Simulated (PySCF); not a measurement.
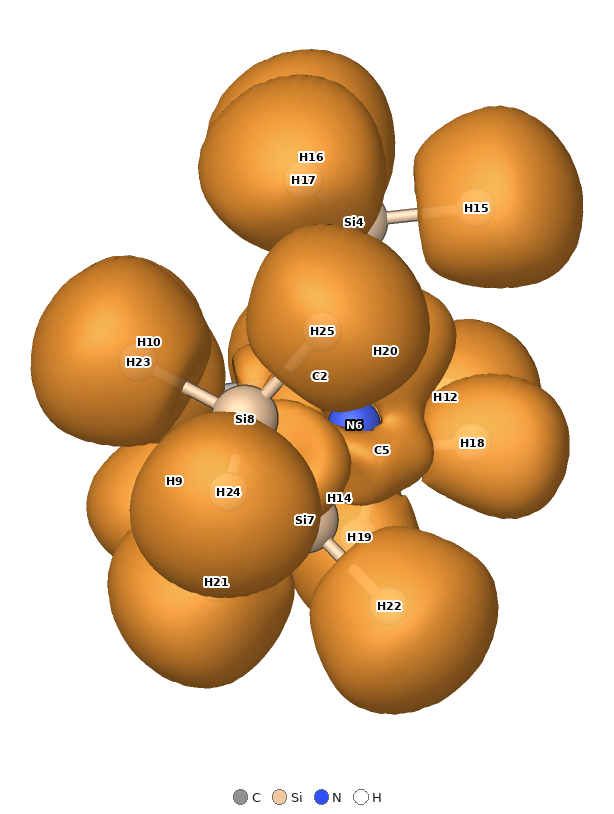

Figure. C4H17NSi3 (SMILES CC(C)([SiH3])CN[SiH2][SiH3]). Isosurface of the electron localisation function at 0.75 (orange), seen at an oblique angle. Only the valence region is drawn (cores and ρ < 0.01 e/Å³ removed).

Geometry: GFN2-xTB.

The calculation used PySCF 2.14.0, PBE0/pcSseg-1, SCF density, gas phase, non-relativistic.

Input file:

```
{"job": {"kind": "nmr", "xc": "PBE0", "basis": "pcSseg-1"}, "charge": 0, "multiplicity": 1}
C     -0.937508    -1.426663     0.888978
C     -1.440198    -0.271587     0.024052
C     -2.687008    -0.725066    -0.737464
Si    -1.869845     1.234249     1.128427
C     -0.357205     0.088708    -1.006179
N      0.868948     0.534794    -0.400544
Si     2.416492    -0.142326    -0.687055
Si     3.820952     0.738506     0.901225
H     -0.745455    -2.308003     0.276407
H     -1.673565    -1.691729     1.645601
H     -0.010624    -1.152508     1.387398
H     -3.078943     0.077271    -1.360075
H     -3.469032    -1.034442    -0.047062
H     -2.450967    -1.570301    -1.384612
H     -2.144879     2.392938     0.272449
H     -3.066760     0.908619     1.906573
H     -0.777069     1.551871     2.050742
H     -0.750828     0.854250    -1.690892
H     -0.120487    -0.794702    -1.606012
H      0.775790     1.437701     0.035306
H      2.241748    -1.601275    -0.591885
H      2.878257     0.081608    -2.076382
H      3.652752     0.157424     2.237012
H      5.217253     0.495437     0.531630
H      3.697249     2.189371     1.090188
```

Run with:

```sh
OMP_NUM_THREADS=1 python probes_run.py task.json out
```

What do the ELF domains correspond to?

The ELF exceeds this value in three regions between bonded C–C atoms (shared pairs), one region between bonded C–Si atoms (shared pairs), one region between bonded Si–Si atoms (shared pairs), 16 regions around hydrogen nuclei and one joined region spread over several atoms (H, N), in which their bonds and any lone pairs are merged. Profiles from the grid: C–N (1.44 Å): the ELF peaks at about 0.90 between the atoms, as expected for a shared electron pair. C–C (1.53 Å): the ELF peaks at about 0.95 between the atoms; a shared electron pair.
